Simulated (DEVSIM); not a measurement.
Structure: abrupt GaAs n-p junction, at 300 K.

```tsv
layer (left to right)	material	thickness (μm)	Nd (cm⁻³)	Na (cm⁻³)	τn (s)	τp (s)
1	GaAs	0.290	5.1e16	-	4.3e-10	4.3e-10
2	GaAs	10.0	-	3.5e17	4.3e-10	4.3e-10
```

Left contact: ohmic. Right contact: ohmic. Voltage is applied to the left contact. Recombination: SRH at mid-gap, radiative. Mobility is constant in doping.

This is a model device: material constants are rounded textbook-type values typed into the input, and sizes, dopings and lifetimes were drawn at random. Values at 300 K.

```tsv
parameter	GaAs
gap (eV)	1.424
affinity (eV)	4.07
permittivity	12.9
Nc (cm⁻³)	4.7e17
Nv (cm⁻³)	9e18
μn (cm²/Vs)	8500
μp (cm²/Vs)	400
B (cm³/s)	2e-10
```

DEVSIM, 1D drift-diffusion, Boltzmann statistics, complete ionisation; no tunnelling, impact ionisation, image-force lowering or self-heating.

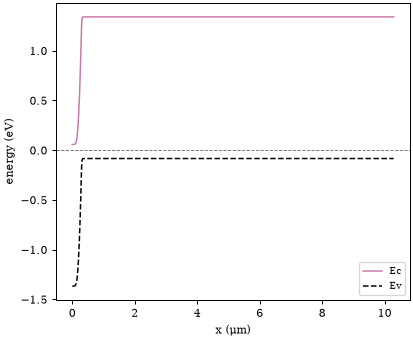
Figure. Band edges at zero bias

Energies count from the Fermi level of the right contact; mesh points crowd at the junctions.

```
x (μm)   Ec (eV)  Ev (eV)  n (cm⁻³)  p (cm⁻³)  field (V/cm)
-------  -------  -------  --------  --------  ------------
0.000      0.057   -1.367    5.1e16     < 1e2            40
0.02089    0.058   -1.367    5.1e16     < 1e2            67
0.05681    0.058   -1.366    5.0e16     < 1e2           400
0.1186     0.075   -1.349    2.6e16     < 1e2          8200
0.2212     0.477   -0.947     4.5e9      1100         75000
0.2622     0.845   -0.579      3000     1.7e9        100000
0.2859     1.113   -0.311     < 1e2    5.4e13        120000
0.3140     1.323   -0.101     < 1e2    1.8e17         21000
0.3580     1.340   -0.084     < 1e2    3.5e17            65
0.4497     1.340   -0.084     < 1e2    3.5e17           ≈ 0
0.6180     1.340   -0.084     < 1e2    3.5e17           ≈ 0
1.092      1.340   -0.084     < 1e2    3.5e17           ≈ 0
1.849      1.340   -0.084     < 1e2    3.5e17           ≈ 0
3.298      1.340   -0.084     < 1e2    3.5e17           ≈ 0
6.829      1.340   -0.084     < 1e2    3.5e17           ≈ 0
8.494      1.340   -0.084     < 1e2    3.5e17           ≈ 0
9.364      1.340   -0.084     < 1e2    3.5e17           ≈ 0
9.818      1.340   -0.084     < 1e2    3.5e17           ≈ 0
10.10      1.340   -0.084     < 1e2    3.5e17           ≈ 0
10.20      1.340   -0.084     < 1e2    3.5e17           ≈ 0
10.26      1.340   -0.084     < 1e2    3.5e17           ≈ 0
10.29      1.340   -0.084     < 1e2    3.5e17           ≈ 0
```
